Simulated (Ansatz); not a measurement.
# Two runs on CH₅ClSi₂

System: CH₅ClSi₂, SMILES [SiH3][SiH]=CCl.
Method of run A: RKS PBE0-D4/def2-TZVP (Ansatz 0.2.0).

Text and figures count atoms from 1; the logs count them from 0 in places.

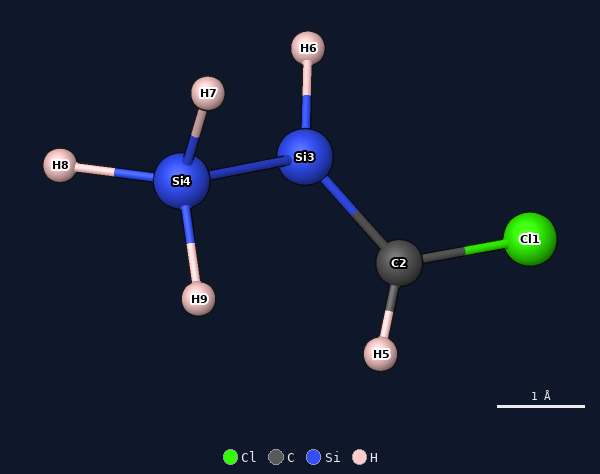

Fig. 1: The structure (ball-and-stick view, seen at a tilt; atoms are numbered from 1 in the order of the input). Bond lengths as drawn: C–Cl 1.72 Å, C–H 1.08 Å, C–Si 1.73 Å, H–Si 1.48 to 1.49 Å and Si–Si 2.32 Å.

### Input, run A
```yaml
crystal:
  periodic: [false, false, false]
  atoms:
    - { symbol: Cl, position_ang: [-2.606224, 0.423793, -0.832163] }
    - { symbol: C, position_ang: [-1.242469, 1.400399, -0.457295] }
    - { symbol: Si, position_ang: [0.299289, 0.811886, 0.051788] }
    - { symbol: Si, position_ang: [1.706784, 2.013629, 1.450141] }
    - { symbol: H, position_ang: [-1.446044, 2.45953, -0.573774] }
    - { symbol: H, position_ang: [0.669892, -0.525376, -0.467615] }
    - { symbol: H, position_ang: [1.954774, 1.244777, 2.697746] }
    - { symbol: H, position_ang: [3.008865, 2.246361, 0.772212] }
    - { symbol: H, position_ang: [1.057176, 3.307732, 1.767926] }
basis:
  gaussian: { orbitals: def2-TZVP }
hamiltonian:
  xc: pbe0
  dispersion: d4
output:
  forces: true
```

Command:
```bash
ansatz run input.yaml --threads 1 --pin off --max-ram 2560MiB --backend cpu --events-out ev --progress --plain --runs-dir out
```

Hardware: 1 thread of Arm Neoverse N1, 98 GiB of memory available, shared host.

### Output (run A)
```
Engine: ansatz 0.2.0, aarch64-unknown-linux-gnu
Functional definition: PBE0
  parameter a = 0.25
  parameter kappa = 0.804
  parameter beta = 0.06672455060314922
  exchange = (1 - a)*pbe_x(kappa = kappa, mu = beta*pi^2/3) + a*exact_x
  correlation = pbe_c(beta = beta)
1204 factors; their error is unknown
mean field evaluation 1: about -29377.6851 eV, gradient 4.8e1 eV
mean field evaluation 2: about -29361.5743 eV, gradient 8.0e1 eV
mean field evaluation 4: about -29383.3469 eV, gradient 4.1e0 eV
mean field evaluation 8: about -29383.3993 eV, gradient 1.2e-1 eV
mean field evaluation 16: about -29383.5018 eV, gradient 2.2e-4 eV
mean field -29383.50179061 eV, -1079.8237739521 hartree, gradient 1.5e-5 eV, S^2 0.000000; 0 other end points of the search recorded, 0 dependent functions left out
the calculation of the forces begins
reference -29383.50182665 eV, -1079.8237752764 hartree; 28, 28 occupied and 144, 144 virtual orbitals, 1204 factors
Total energy: -29383.69701972 eV, -1079.8309484894 hartree
Atom 0 at    -2.606224     0.423793    -0.832163 Å, force     0.183414    -0.011569    -0.398822 eV/Å
Atom 1 at    -1.242469     1.400399    -0.457295 Å, force    -0.015880     0.188449     0.129434 eV/Å
Atom 2 at     0.299289     0.811886     0.051788 Å, force    -0.018749    -0.124323    -0.341213 eV/Å
Atom 3 at     1.706784     2.013629     1.450141 Å, force     0.138555     0.120655    -0.343224 eV/Å
Atom 4 at    -1.446044     2.459530    -0.573774 Å, force    -0.182902     0.018694     0.465215 eV/Å
Atom 5 at     0.669892    -0.525376    -0.467615 Å, force    -0.065810    -0.215642     0.428678 eV/Å
Atom 6 at     1.954774     1.244777     2.697746 Å, force    -0.073832    -0.040078    -0.032664 eV/Å
Atom 7 at     3.008865     2.246361     0.772212 Å, force     0.056565     0.044132     0.080895 eV/Å
Atom 8 at     1.057176     3.307732     1.767926 Å, force    -0.021361     0.019682     0.011700 eV/Å
Dipole moment:     0.377944     0.142379     0.185255 e Å
```

For run B the input was changed thus:
```diff
-    - { symbol: Si, position_ang: [0.299289, 0.811886, 0.051788] }
-    - { symbol: Si, position_ang: [1.706784, 2.013629, 1.450141] }
+    - { symbol: Si, position_ang: [0.157344, 0.866069, 0.004918] }
+    - { symbol: Si, position_ang: [1.451479, -0.558656, -1.289684] }
-    - { symbol: H, position_ang: [0.669892, -0.525376, -0.467615] }
-    - { symbol: H, position_ang: [1.954774, 1.244777, 2.697746] }
-    - { symbol: H, position_ang: [3.008865, 2.246361, 0.772212] }
-    - { symbol: H, position_ang: [1.057176, 3.307732, 1.767926] }
+    - { symbol: H, position_ang: [0.606031, 1.334904, 1.336936] }
+    - { symbol: H, position_ang: [2.753889, 0.086287, -1.601012] }
+    - { symbol: H, position_ang: [1.714048, -1.816388, -0.542466] }
+    - { symbol: H, position_ang: [0.714264, -0.852161, -2.541902] }
```

What does this change do to the results?

With the same method and basis, run B lies 32.4 kcal/mol higher. The largest force goes from 0.500 to 7.372 eV/Å.

### Output (run B)
```
Engine: ansatz 0.2.0, aarch64-unknown-linux-gnu
Functional definition: PBE0
  parameter a = 0.25
  parameter kappa = 0.804
  parameter beta = 0.06672455060314922
  exchange = (1 - a)*pbe_x(kappa = kappa, mu = beta*pi^2/3) + a*exact_x
  correlation = pbe_c(beta = beta)
1204 factors; their error is unknown
mean field evaluation 1: about -29374.8208 eV, gradient 5.5e1 eV
mean field evaluation 2: about -29355.2659 eV, gradient 8.9e1 eV
mean field evaluation 4: about -29381.8958 eV, gradient 5.5e0 eV
mean field evaluation 8: about -29381.9826 eV, gradient 2.0e-1 eV
mean field evaluation 16: about -29382.0858 eV, gradient 2.5e-4 eV
mean field -29382.08576647 eV, -1079.7717360249 hartree, gradient 1.6e-5 eV, S^2 0.000000; 0 other end points of the search recorded, 0 dependent functions left out
the calculation of the forces begins
reference -29382.08580137 eV, -1079.7717373072 hartree; 28, 28 occupied and 144, 144 virtual orbitals, 1204 factors
Total energy: -29382.29120945 eV, -1079.7792859151 hartree
Atom 0 at    -2.606224     0.423793    -0.832163 Å, force    -0.019141    -0.180118    -0.969179 eV/Å
Atom 1 at    -1.242469     1.400399    -0.457295 Å, force    -6.503055     2.741012    -2.133022 eV/Å
Atom 2 at     0.157344     0.866069     0.004918 Å, force     6.357684    -2.662898     2.121893 eV/Å
Atom 3 at     1.451479    -0.558656    -1.289684 Å, force    -0.211186    -0.695514     0.454697 eV/Å
Atom 4 at    -1.446044     2.459530    -0.573774 Å, force    -0.461220     0.099957     0.898975 eV/Å
Atom 5 at     0.606031     1.334904     1.336936 Å, force     0.743385     0.647593    -0.269442 eV/Å
Atom 6 at     2.753889     0.086287    -1.601012 Å, force    -0.059307     0.137122     0.058686 eV/Å
Atom 7 at     1.714048    -1.816388    -0.542466 Å, force     0.172801    -0.133438    -0.148400 eV/Å
Atom 8 at     0.714264    -0.852161    -2.541902 Å, force    -0.019959     0.046284    -0.014208 eV/Å
Dipole moment:     0.375721     0.087143     0.050214 e Å
```

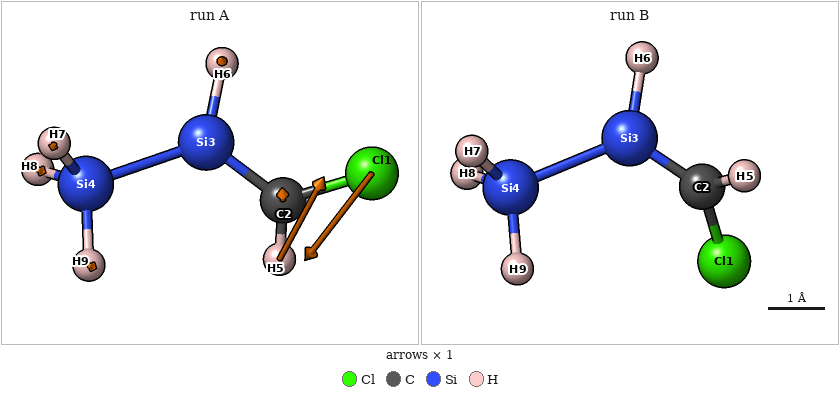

Fig. 2: The two input geometries at one scale (ball-and-stick view, seen on its broad side). The orange arrows on the first give the shifts of the atoms after the best rigid fit, at true length. The atom that moves furthest after the best rigid fit is Cl1 (2.35 Å). By element the largest moves are Cl 2.35 Å, H 2.06 Å, C 0.31 Å, Si 0.16 Å. Among the contacts that change: C2–Si3 1.727 → 1.568 Å.

### The two runs side by side

| quantity | run A | run B |
| --- | --- | --- |
| outcome | converged | converged |
| total energy (hartree) | −1079.830948 | −1079.779286 |
| largest force (eV/Å) | 0.500 | 7.372 |
| basis functions | 172 | 172 |
| wall time (shared host) | 14 s | 15 s |
